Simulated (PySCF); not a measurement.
# TaO₂F: singlet, from a T-shaped (ligand arrangement 1) start

The task is one start of a wider search on TaO₂F: the singlet, from a T-shaped (ligand arrangement 1) start. It is relaxed, tested by its Hessian and followed downhill if it is a saddle.

Method: PBE0, basis Ta def2-TZVP with ECP60, O def2-TZVP, F def2-TZVP, scalar-relativistic core potentials, no spin–orbit coupling, density fitting; program: PySCF 2.14.0.

## Step 1: Where the work starts

4 atoms, charge 0, spin multiplicity 1.

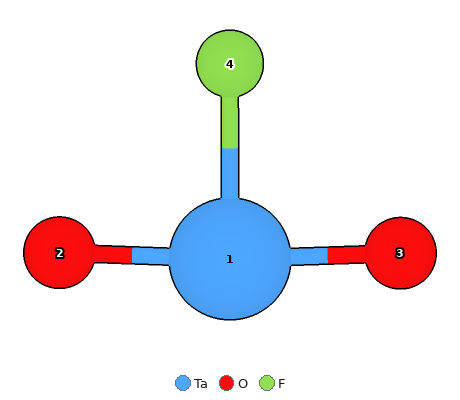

As it starts; tantalum blue, oxygen red, fluorine green; atoms are numbered from 1 in the order of the file.

Coordinates in bohr (charge 0 multiplicity 1):
```
Ta    0.0000    0.0000    0.0000
O     3.4561    0.0000    0.1208
O    -3.4561    0.0000    0.1208
F     0.0000    0.0000    3.9684
```

## Step 2: The SCF at the typed geometry

The steps below are one call of a driver around PySCF. For each, scf.py gives the equivalent set-up of the SCF; relaxations use the driver's own optimiser. After this first run the driver tries any further starts and a stability analysis.

scf.py reads:

```python
from pyscf import gto, scf, dft
mol = gto.M(atom='''
Ta     0.000000     0.000000     0.000000
O      1.828900     0.000000     0.063900
O     -1.828900     0.000000     0.063900
F      0.000000     0.000000     2.100000''',
    basis={'Ta': 'def2-TZVP', 'O': 'def2-TZVP', 'F': 'def2-TZVP'},
    ecp={'Ta': 'def2-TZVP'},
    charge=0, spin=0)
mf = dft.RKS(mol, xc='PBE0')
mf.grids.atom_grid = (50, 194)
aux = {'Ta': 'def2-universal-JKFIT', 'O': 'def2-universal-JKFIT', 'F': 'def2-universal-JKFIT'}
mf = mf.density_fit(auxbasis=aux)
mf.conv_tol = 1e-08
mf.diis_space = 10
mf.max_cycle = 60
mf.init_guess = 'minao'
mf.verbose = 4
mf.kernel()
```

Launch:

```
OMP_NUM_THREADS=4 python axn.py task.json out
```

The log of the run, cut to the lines that bear on the results:

```text
[... the frontier levels of the middle cycles are left out ...]
init E= -287.492711767856
  HOMO = -0.565911407294214  LUMO = -0.384517926038585  gap/eV = 4.93597
cycle= 1 E= -306.665655813869  delta_E= -19.2  |g|= 1.52  |ddm|= 7.17
  HOMO = -0.201860286243465  LUMO = -0.13785881807188  gap/eV = 1.74157
cycle= 2 E= -296.760650534115  delta_E= 9.91  |g|= 5.66  |ddm|= 4.37
  HOMO = -0.241356890044496  LUMO = -0.135566086827549  gap/eV = 2.87871
cycle= 3 E= -307.016389744232  delta_E= -10.3  |g|= 0.699  |ddm|= 4.21
cycle= 4 E= -307.087591283697  delta_E= -0.0712  |g|= 0.503  |ddm|= 0.639
cycle= 5 E= -307.11852720744  delta_E= -0.0309  |g|= 0.207  |ddm|= 0.319
cycle= 6 E= -307.126798321212  delta_E= -0.00827  |g|= 0.0399  |ddm|= 0.147
cycle= 7 E= -307.127095049351  delta_E= -0.000297  |g|= 0.011  |ddm|= 0.0227
cycle= 8 E= -307.127117143209  delta_E= -2.21e-05  |g|= 0.00477  |ddm|= 0.00651
cycle= 9 E= -307.127122808854  delta_E= -5.67e-06  |g|= 0.000944  |ddm|= 0.00414
cycle= 10 E= -307.127123262137  delta_E= -4.53e-07  |g|= 0.000144  |ddm|= 0.00194
cycle= 11 E= -307.127123325555  delta_E= -6.34e-08  |g|= 5.08e-05  |ddm|= 0.00089
cycle= 12 E= -307.12712333986  delta_E= -1.43e-08  |g|= 1.79e-05  |ddm|= 0.000618
cycle= 13 E= -307.127123340111  delta_E= -2.51e-10  |g|= 2.82e-06  |ddm|= 7.65e-05
  HOMO = -0.289082633529002  LUMO = -0.204439451726103  gap/eV = 2.30326
Extra cycle  E= -307.127123340106  delta_E= 4.49e-12  |g|= 6.89e-06  |ddm|= 6.4e-06
converged SCF energy = -307.127123340106
```

This step, with its further starts and checks, took 8 s on 4 threads of Arm Neoverse V2, shared host.

Energies from each starting density:

| start | energy (Eh) |
| --- | --- |
| the minimal-basis guess | -307.127123 |
| a thermally smeared density | -307.127123 |
| a smeared PBE density | -307.127123 |

The test of internal stability and the other starts found no lower closed-shell solution.

## Step 3: T-shaped (ligand arrangement 1) start, singlet: relaxation

The program finds C2v symmetry in the start, which this walk keeps.

scf.py: that of step 2 with these lines changed.

```diff
@@ -3,4 +3,4 @@
-Ta     0.000000     0.000000     0.000000
-O      1.828900     0.000000     0.063900
-O     -1.828900     0.000000     0.063900
-F      0.000000     0.000000     2.100000''',
+Ta     0.000000     0.000000    -0.180829
+O      1.828900     0.000000    -0.116929
+O     -1.828900     0.000000    -0.116929
+F      0.000000     0.000000     1.919171''',
@@ -17 +16,0 @@
-mf.init_guess = 'minao'
```

Steps of the walk:

| step | energy (Eh) | change (kJ/mol) | largest symmetric gradient (Eh/bohr) |
| --- | --- | --- | --- |
| 0 | -307.127123 | 0.00 | 0.13791 |
| 1 | -307.174342 | -123.97 | 0.10509 |
| 2 | -307.180870 | -141.11 | 0.23021 |
| 3 | -307.225813 | -259.11 | 0.03531 |
| 4 | -307.254143 | -333.49 | 0.04681 |
| 5 | -307.274403 | -386.68 | 0.02267 |
| 6 | -307.276464 | -392.10 | 0.01074 |
| 7 | -307.276566 | -392.36 | 0.00898 |
| 8 | -307.276661 | -392.61 | 0.00103 |
| 9 | -307.276662 | -392.61 | 0.00051 |
| 10 | -307.276663 | -392.62 | 0.00003 |

The walk took 19 s.

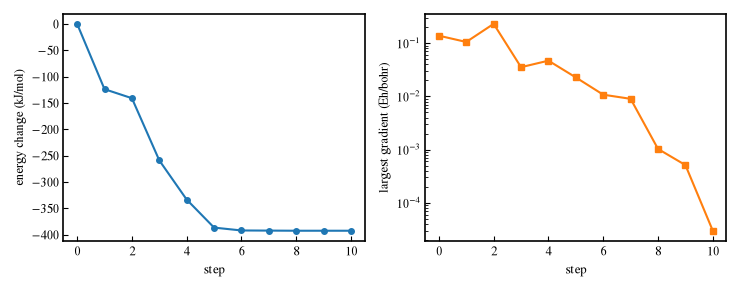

Energy and largest gradient along the walk.

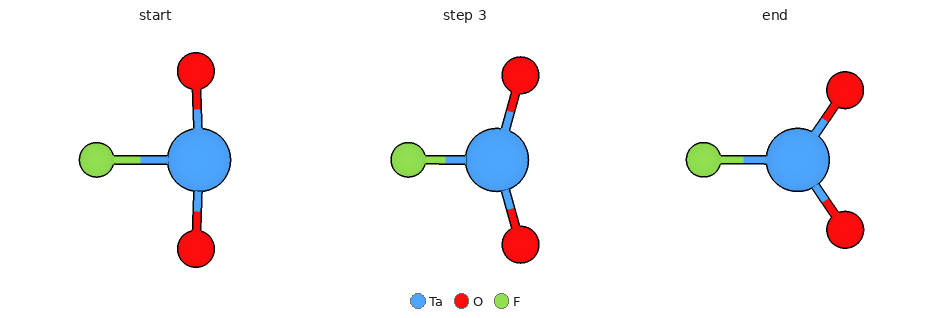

Start and end of the relaxation, with a step between.

End point (C2v, 10 steps, 392.6 kJ/mol gained): Ta–F 1.929 Å, Ta–O 1.735 Å (×2); F–Ta–O 124.1° (×2), O–Ta–O 111.7°.

## Step 4: Frequencies

On the finer grid the gradient is checked again; gradients at displacements of ±0.02 bohr then give force constants and infrared intensities.

scf.py: that of step 3 with these lines changed.

```diff
@@ -3,4 +3,4 @@
-Ta     0.000000     0.000000    -0.180829
-O      1.828900     0.000000    -0.116929
-O     -1.828900     0.000000    -0.116929
-F      0.000000     0.000000     1.919171''',
+Ta     0.000000     0.000000    -0.023665
+O      1.436303     0.000000    -0.997388
+O     -1.436303     0.000000    -0.997388
+F     -0.000000     0.000000     1.905824''',
@@ -11 +11 @@
-mf.grids.atom_grid = (50, 194)
+mf.grids.atom_grid = (75, 302)
@@ -14 +14 @@
-mf.conv_tol = 1e-08
+mf.conv_tol = 1e-10
```

The driver hands on the density of the step before, so the log starts near convergence.

SCF at the final geometry:

```text
init E= -307.276854160795
  HOMO = -0.315211181129715  LUMO = -0.16961141735538  gap/eV = 3.96197
cycle= 1 E= -307.276854160793  delta_E= 2.05e-12  |g|= 6.17e-06  |ddm|= 4.01e-06
  HOMO = -0.315210486462647  LUMO = -0.16961139018909  gap/eV = 3.96195
Extra cycle  E= -307.276854160762  delta_E= 3.09e-11  |g|= 1.42e-05  |ddm|= 8.66e-06
converged SCF energy = -307.276854160762
```

The whole step took 33 s.

Geometry: C2v; Ta–F 1.929 Å, Ta–O 1.735 Å (×2); F–Ta–O 124.1° (×2), O–Ta–O 111.7°.

Modes, for the most abundant isotopes:

```
symmetry  ω (cm⁻¹)  IR (km/mol)
      b1      150i          126
      b2       191         12.8
      a1       312          2.6
      a1       635          136
      b2       949          286
      a1      1006         72.5
```

1 mode is imaginary, the largest at 150i cm⁻¹: a saddle point, not a minimum.

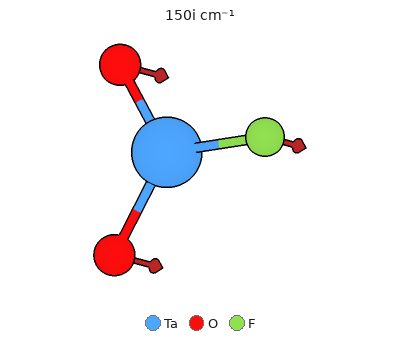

The imaginary mode, as arrows.

Constants and moments:

* Dipole moment: 2.08 D
* Highest occupied level: -8.58 eV
* Lowest empty level: -4.62 eV
* Rotational constants: 0.2554, 0.167, 0.101 cm⁻¹
* Zero-point energy (real modes): 18.5 kJ/mol
* Principal polarisabilities: 25.6, 38.0, 44.4 bohr³
* Atomisation energy without zero-point energy: 1945 kJ/mol
* Principal traceless quadrupole moments about the centre of mass: -8.87, -7.21, 16.08 D Å

Charges (e) and bond orders:

```
atom  Mulliken  Löwdin  polar tensor  Mayer order to Ta1
 Ta1      1.55    0.97          2.64                   –
O2,3     -0.54   -0.34         -0.93                2.08
  F4     -0.46   -0.30         -0.78                0.87
```

Mulliken populations on Ta1 (outside its core potential): s 2.18, p 6.32, d 2.77, f 0.18.

## Step 5: Downhill along the imaginary mode

The start is the last point, displaced along its most imaginary mode.

The program finds Cs symmetry in the start, which this walk keeps. The walk stops when the largest gradient is under 0.0003 Eh/bohr and the energy has settled too.

scf.py: that of step 4 with these lines changed.

```diff
@@ -3,4 +3,4 @@
-Ta     0.000000     0.000000    -0.023665
-O      1.436303     0.000000    -0.997388
-O     -1.436303     0.000000    -0.997388
-F     -0.000000     0.000000     1.905824''',
+Ta     0.000000     0.066502    -0.023748
+O      1.436303    -0.250000    -0.997471
+O     -1.436303    -0.250000    -0.997471
+F     -0.000000    -0.212436     1.905741''',
@@ -11 +11 @@
-mf.grids.atom_grid = (75, 302)
+mf.grids.atom_grid = (50, 194)
@@ -14 +14 @@
-mf.conv_tol = 1e-10
+mf.conv_tol = 1e-08
```

The optimiser's trace:

| step | energy (Eh) | change (kJ/mol) | largest symmetric gradient (Eh/bohr) |
| --- | --- | --- | --- |
| 0 | -307.279093 | 0.00 | 0.02577 |
| 1 | -307.285923 | -17.93 | 0.01197 |
| 2 | -307.287215 | -21.32 | 0.01346 |
| 3 | -307.288585 | -24.92 | 0.00370 |
| 4 | -307.288745 | -25.34 | 0.00089 |
| 5 | -307.288746 | -25.34 | 0.00027 |

The walk took 13 s.

Geometry (Å) and forces (eV/Å) at some steps:

```
step 0
Ta   0.000   0.067  -0.024   0.001  -0.157  -1.310
O    1.436  -0.250  -0.997  -1.326   0.128   1.097
O   -1.436  -0.250  -0.997   1.325   0.127   1.095
F    0.000  -0.212   1.906   0.000  -0.098  -0.882
step 1
Ta   0.000   0.190  -0.041   0.000   0.250   0.068
O    1.392  -0.290  -0.954  -0.094  -0.081   0.274
O   -1.392  -0.290  -0.954   0.094  -0.081   0.274
F    0.000  -0.257   1.836   0.000  -0.087  -0.616
step 3
Ta   0.000   0.287  -0.058   0.000  -0.102  -0.115
O    1.383  -0.320  -0.903  -0.081   0.053   0.153
O   -1.383  -0.320  -0.903   0.081   0.053   0.153
F    0.000  -0.292   1.751   0.000  -0.005  -0.191
step 5
Ta   0.000   0.301  -0.066   0.000   0.014   0.003
O    1.386  -0.324  -0.887   0.006  -0.002  -0.004
O   -1.386  -0.324  -0.887  -0.006  -0.002  -0.004
F    0.000  -0.299   1.727   0.000  -0.010   0.006
```

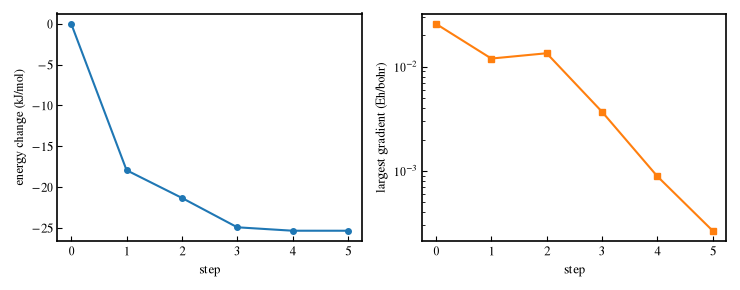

How energy and gradient fall.

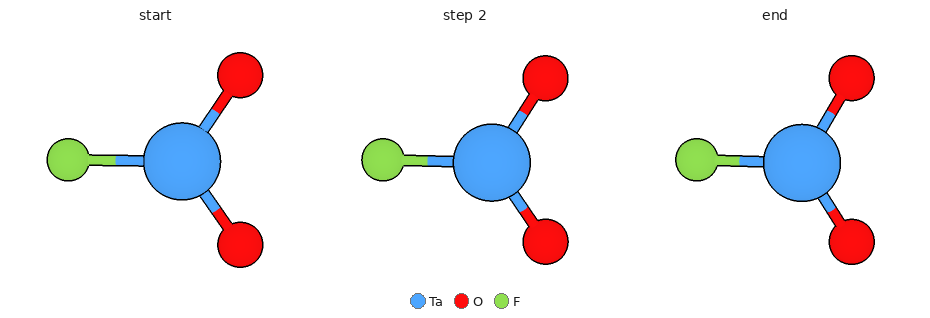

The geometry along the walk, at one scale.

After 5 steps and 25.3 kJ/mol it ends at Cs: Ta–F 1.891 Å, Ta–O 1.728 Å (×2); F–Ta–O 109.6° (×2), O–Ta–O 106.7°.

## Step 6: Hessian and properties

The same treatment as at the point before.

scf.py: that of step 5 with these lines changed.

```diff
@@ -3,4 +3,4 @@
-Ta     0.000000     0.066502    -0.023748
-O      1.436303    -0.250000    -0.997471
-O     -1.436303    -0.250000    -0.997471
-F     -0.000000    -0.212436     1.905741''',
+Ta     0.000000     0.133458    -0.033199
+O      1.386697    -0.488916    -0.855817
+O     -1.386697    -0.488916    -0.855817
+F     -0.000000    -0.463955     1.761341''',
@@ -11 +11 @@
-mf.grids.atom_grid = (50, 194)
+mf.grids.atom_grid = (75, 302)
@@ -14 +14 @@
-mf.conv_tol = 1e-08
+mf.conv_tol = 1e-10
```

Log of the central SCF (cycles and frontier levels):

```text
init E= -307.288664442551
  HOMO = -0.306415549371842  LUMO = -0.15178356992125  gap/eV = 4.20775
cycle= 1 E= -307.288664442507  delta_E= 4.35e-11  |g|= 1.59e-05  |ddm|= 9.81e-06
  HOMO = -0.30641624106136  LUMO = -0.151783000208681  gap/eV = 4.20778
cycle= 2 E= -307.288664442126  delta_E= 3.81e-10  |g|= 4.73e-05  |ddm|= 2.9e-05
  HOMO = -0.306415615620228  LUMO = -0.151783369869765  gap/eV = 4.20776
cycle= 3 E= -307.288664442559  delta_E= -4.33e-10  |g|= 6.38e-07  |ddm|= 2.17e-05
  HOMO = -0.306415668450224  LUMO = -0.151783386016422  gap/eV = 4.20776
cycle= 4 E= -307.288664442558  delta_E= 6.25e-13  |g|= 1.45e-07  |ddm|= 3.31e-07
  HOMO = -0.306415657371229  LUMO = -0.151783407740208  gap/eV = 4.20776
Extra cycle  E= -307.28866444256  delta_E= -1.71e-12  |g|= 3.79e-07  |ddm|= 2.5e-07
converged SCF energy = -307.28866444256
```

The whole step took 39 s on 4 threads of Arm Neoverse V2, shared host.

Geometry: Cs; Ta–F 1.891 Å, Ta–O 1.728 Å (×2); F–Ta–O 109.7° (×2), O–Ta–O 106.7°.

Modes, for the most abundant isotopes:

```json
{"symmetry": "a'", "ω (cm⁻¹)": "188", "IR (km/mol)": "45.7", "μ (u)": "19.92"}
{"symmetry": "a''", "ω (cm⁻¹)": "231", "IR (km/mol)": "4.4", "μ (u)": "18.51"}
{"symmetry": "a'", "ω (cm⁻¹)": "336", "IR (km/mol)": "5.5", "μ (u)": "17.03"}
{"symmetry": "a'", "ω (cm⁻¹)": "661", "IR (km/mol)": "123", "μ (u)": "21.10"}
{"symmetry": "a''", "ω (cm⁻¹)": "950", "IR (km/mol)": "237", "μ (u)": "17.73"}
{"symmetry": "a'", "ω (cm⁻¹)": "1016", "IR (km/mol)": "52.3", "μ (u)": "16.95"}
```

No imaginary mode, so this is a minimum.

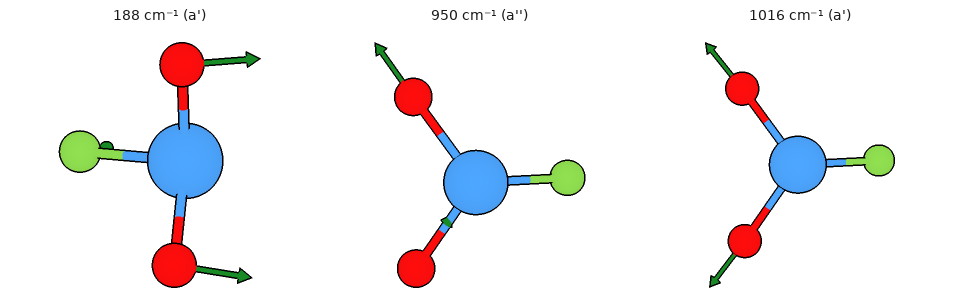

How the atoms move in 3 of the modes.

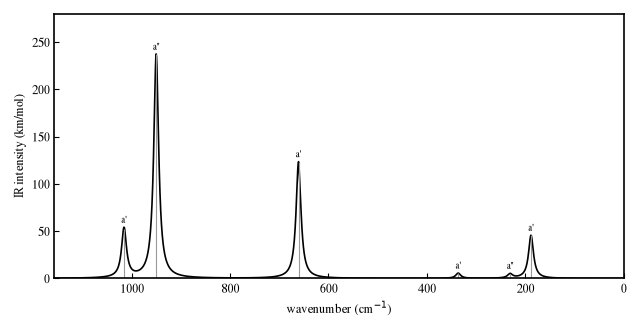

The harmonic infrared spectrum (widths in cm⁻¹). Lines are broadened to a width of 12 cm⁻¹ (Lorentzian).

Constants and moments:

| Quantity | Value |
| --- | --- |
| Dipole moment | 5.94 D |
| Highest occupied level | -8.34 eV |
| Lowest empty level | -4.13 eV |
| Rotational constants | 0.2208, 0.1729, 0.1169 cm⁻¹ |
| Zero-point energy | 20.2 kJ/mol |
| Principal polarisabilities | 25.4, 38.1, 46.0 bohr³ |
| Atomisation energy without zero-point energy | 1976 kJ/mol |
| Principal traceless quadrupole moments about the centre of mass | -6.81, -4.98, 11.80 D Å |
| Entropy at 298.15 K and 1 bar | 307.8 J/(mol K) |
| Heat capacity Cp at 298.15 K | 62.4 J/(mol K) |
| Enthalpy at 298.15 K above 0 K | 14.33 kJ/mol |
| Rotational symmetry number | 1 |

Charges (e) and bond orders:

| atom | Mulliken | Löwdin | polar tensor | Mayer order to Ta1 |
| --- | --- | --- | --- | --- |
| Ta1 | 1.47 | 0.90 | 2.27 | – |
| O2,3 | -0.53 | -0.32 | -0.81 | 2.10 |
| F4 | -0.42 | -0.25 | -0.66 | 0.93 |

Outer orbital energies (eV). occupied: -12.59, -12.54, -10.92, -10.52, -9.90, -9.62, -9.39, -8.34; empty: -4.13, -1.81, -0.91, 0.07.

Mulliken populations on Ta1 (outside its core potential): s 2.25, p 6.25, d 2.85, f 0.18.

## Step 7: Stability of the closed shell

At the lowest minimum the closed shell is tested against spin polarisation, on the (50, 194) grid. It is stable.

## Step 8: The points found, side by side

| spin | group | bonds | imaginary modes (cm⁻¹) | ΔE (kJ/mol) | with zero-point energy |
| --- | --- | --- | --- | --- | --- |
| singlet | Cs | Ta–F 1.891 Å, Ta–O 1.728 Å (×2) | none | 0.0 | 0.0 |
| singlet | C2v | Ta–F 1.929 Å, Ta–O 1.735 Å (×2) | 150i | 31.0 | – |

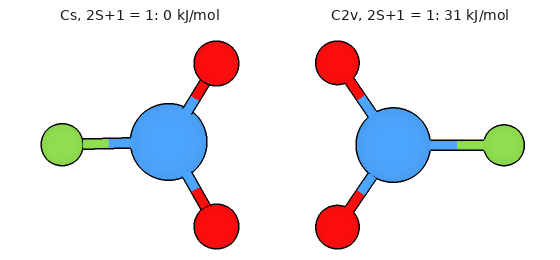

The points, lowest first (tantalum blue, oxygen red, fluorine green).

## Step 9: What came out

```
                                 quantity                                                               value
                                  minimum                                                         singlet, Cs
                                 geometry  Ta–F 1.891 Å, Ta–O 1.728 Å (×2); F–Ta–O 109.7° (×2), O–Ta–O 106.7°
                       wavenumbers (cm⁻¹)       188 (a'), 231 (a''), 336 (a'), 661 (a'), 950 (a''), 1016 (a')
                            dipole moment                                                              5.94 D
     highest occupied, lowest empty level                                                     -8.34, -4.13 eV
               polar-tensor charge of Ta1                                                             +2.27 e
                        zero-point energy                                                         20.2 kJ/mol
                      entropy at 298.15 K                                                     307.8 J/(mol K)
atomisation energy (no zero-point energy)                                                         1976 kJ/mol
```

What this shows: The T-shaped (ligand arrangement 1) start (C2v) ends in a minimum of Cs symmetry, after a stop at a saddle point 31.0 kJ/mol higher, from which it was pushed off along an imaginary mode. In the infrared the band at 950 cm⁻¹ (a'', stretch) leads. With 5.9 D the molecule is strongly polar. Only this shape and spin were tried, so other structures or states may lie lower. Spin–orbit coupling, left out here, can matter for elements this heavy.

The search up to here took 1.9 min.
